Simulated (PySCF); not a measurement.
# Si₄NH₁₁: NMR shielding calculation

Si₄NH₁₁, computed with GIAO PBE0/pcSseg-1 NMR shielding, non-relativistic, gas phase (PySCF 2.14.0).

The geometry comes from this level: PBE0-D3(BJ)/def2-SVP. Figures and captions count atoms from 1; the log counts them from 0 in places.

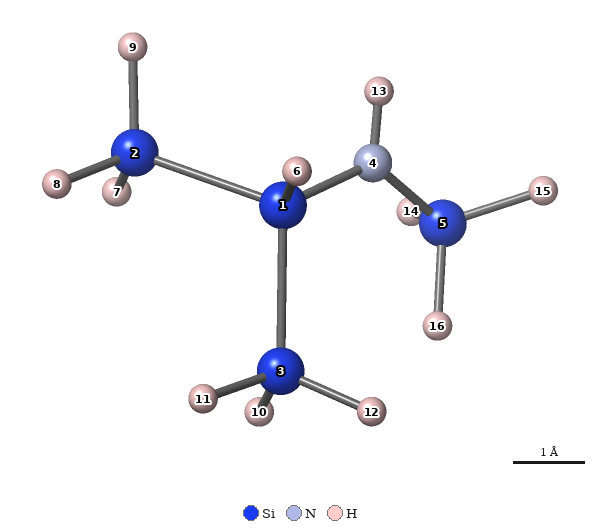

Fig. 1: The structure (ball-and-stick view, seen at a tilt; atoms are numbered from 1 in the order of the input). Bond lengths as drawn: H–N 1.02 Å, H–Si 1.49 to 1.50 Å, N–Si 1.74 to 1.75 Å and Si–Si 2.35 Å.

**Summary**

| quantity | value |
| --- | --- |
| outcome | converged |
| total energy | −1218.751115 hartree |
| HOMO | −7.18 eV |
| LUMO | −0.59 eV |
| dipole moment | 0.98 D |
| isotropic shielding, Si | 389.8 to 457.2 ppm |
| isotropic shielding, N | 272.2 ppm |
| isotropic shielding, H | 25.9 to 32.3 ppm |
| hardware | 1 CPU thread, shared host |
| wall time | 17 s |
| peak memory | 0.88 GiB |

**Input file**
```
{"job": {"kind": "nmr", "xc": "PBE0", "basis": "pcSseg-1"}, "charge": 0, "multiplicity": 1}
Si    -0.660696    -0.075072     0.701022
Si    -0.629986     2.255516     1.010309
Si    -1.505293    -0.519871    -1.444141
N      0.945663    -0.740528     0.910408
Si     2.039369    -1.393213    -0.274619
H     -1.614952    -0.673523     1.693544
H      0.242354     2.878864    -0.034630
H     -2.001331     2.845762     0.902275
H     -0.066766     2.605924     2.353674
H     -0.678494     0.134089    -2.504326
H     -2.882322     0.065842    -1.489961
H     -1.595049    -1.985799    -1.723637
H      1.339124    -0.615057     1.840950
H      3.119047    -0.437643    -0.679748
H      2.705959    -2.626925     0.245247
H      1.231539    -1.728936    -1.484593
```

The first line tells a small driver script what to run in PySCF; the rest is the geometry in Å.

Command:
```bash
OMP_NUM_THREADS=1 python <driver script> task.json out
```

**Log**
```
coarse grid: 14384 points
cycle   1  E = -1218.6913255221  dE = -1.961e-01  |g| = 4.155e-01  |ddm| = 3.494e+00
cycle   2  E = -1218.6467501662  dE =  4.458e-02  |g| = 6.055e-01  |ddm| = 8.403e-01
cycle   3  E = -1218.7265019451  dE = -7.975e-02  |g| = 5.749e-02  |ddm| = 5.982e-01
cycle   4  E = -1218.7273158558  dE = -8.139e-04  |g| = 1.142e-02  |ddm| = 8.785e-02
cycle   5  E = -1218.7273503140  dE = -3.446e-05  |g| = 3.583e-03  |ddm| = 2.242e-02
cycle   6  E = -1218.7273542721  dE = -3.958e-06  |g| = 5.392e-04  |ddm| = 5.692e-03
final grid: 117792 points
cycle   7  E = -1218.7511100720  dE = -1.043e-05  |g| = 5.058e-03  |ddm| = 1.410e-02
cycle   8  E = -1218.7511023288  dE =  7.743e-06  |g| = 7.739e-03  |ddm| = 1.049e-02
cycle   9  E = -1218.7511150849  dE = -1.276e-05  |g| = 4.259e-04  |ddm| = 6.676e-03
cycle  10  E = -1218.7511151151  dE = -3.026e-08  |g| = 6.458e-05  |ddm| = 4.877e-04
cycle  11  E = -1218.7511151162  dE = -1.085e-09  |g| = 1.582e-05  |ddm| = 1.083e-04
cycle  12  E = -1218.7511151163  dE = -6.776e-11  |g| = 2.361e-06  |ddm| = 2.758e-05
```

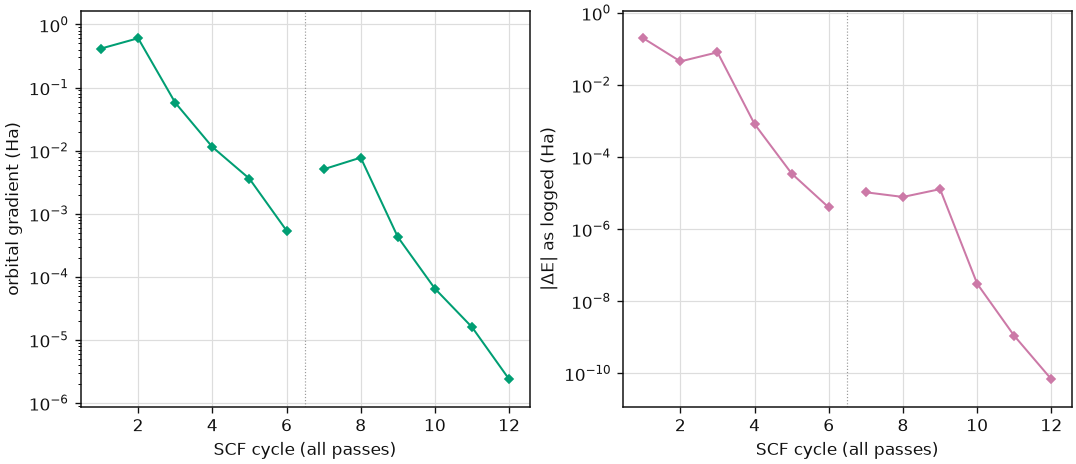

Fig. 2: Convergence of the self-consistent field: orbital gradient and size of the energy change against the SCF cycle. The dotted line marks the change from a coarse to the final integration grid. The first 6 cycles use a coarse grid, the final grid takes over at cycle 7, and the field converges after 12 cycles in all.

```
converged SCF energy = -1218.7511151163

GIAO shielding tensors (ppm)
atom      isotropic    diamagn.    paramagn.     s11        s22        s33       span
  0 Si     389.829     880.774    -490.945    328.766    358.115    482.606    153.840
  1 Si     457.165     880.688    -423.523    448.429    452.750    470.316     21.887
  2 Si     456.530     881.020    -424.490    451.300    455.889    462.401     11.101
  3 N      272.245     325.080     -52.835    238.575    258.027    320.134     81.559
  4 Si     400.259     879.205    -478.946    358.853    371.582    470.343    111.490
  5 H       25.910      29.487      -3.577     22.629     24.362     30.739      8.110
  6 H       27.784      29.756      -1.972     24.768     26.384     32.199      7.431
  7 H       27.896      29.112      -1.216     24.518     25.814     33.356      8.838
  8 H       27.641      29.125      -1.484     24.449     25.610     32.865      8.416
  9 H       27.446      30.171      -2.725     24.903     25.599     31.837      6.934
 10 H       27.835      29.379      -1.544     24.546     25.798     33.161      8.615
 11 H       27.333      29.475      -2.141     24.099     25.228     32.673      8.574
 12 H       32.320      31.737       0.583     21.879     30.451     44.629     22.750
 13 H       26.558      28.859      -2.301     22.801     24.710     32.163      9.361
 14 H       26.514      27.849      -1.335     22.817     24.402     32.323      9.506
 15 H       26.702      30.113      -3.410     22.658     27.903     29.546      6.888
```

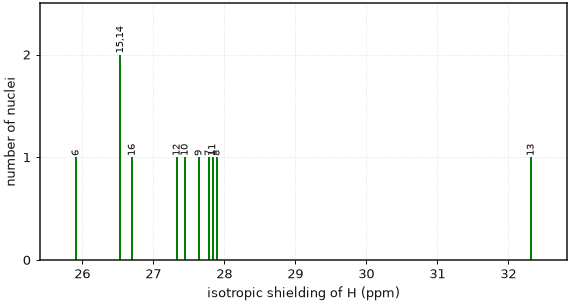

Fig. 3: Isotropic shieldings of the hydrogen nuclei in this fixed geometry, labelled by atom number; shielding grows to the right, so chemical shift grows to the left. The least shielded is H6 (25.9 ppm), the most shielded H13 (32.3 ppm).

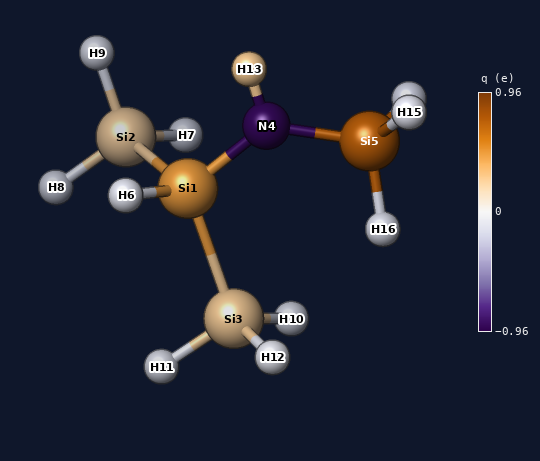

Fig. 4: IAO charges, as the colour of each atom (ball-and-stick view, seen at a tilt; atoms are numbered from 1 in the order of the input). By element: Si +0.24 to +0.73, N −0.91 and H −0.15 to +0.27 e.
